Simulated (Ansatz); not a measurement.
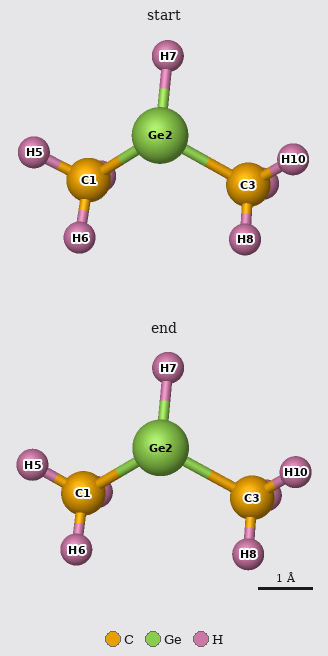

The structure of C$_{2}$H$_{7}$Ge (multiplicity 2) (coarse preliminary run) before (top) and after (bottom) a relaxation, at one scale.

Style: ball-and-stick. Shown at a tilt.

The start comes from a force field.

Theory: UKS PBE-D4/def2-SVP in Ansatz 0.2.0. (force threshold 0.03 eV/Å; at most 200 steps)

Question: What changed between the two?

Answer: The atom that moves furthest after the best rigid fit is a C atom (0.097 Å). Largest moves by element: C 0.097 Å, H 0.096 Å, Ge 0.026 Å. Among the contacts that change: C–Ge 1.884 → 1.981 Å, C–H 1.163 → 1.107 Å, C–H 1.056 → 1.111 Å, C–Ge 1.929 → 1.981 Å. Among the angles between lasting bonds that change: H–C–H 104.5° → 108.8°, H–C–H 104.7° → 108.7°, Ge–C–H 112.7° → 109.5°. After 3 accepted moves (4 points after the start) the energy has fallen by 0.308 eV. Largest force component: 3.7 eV/Å at the start, 0.018 eV/Å at the end. The line search rejected the trial step at point 2 of the run.
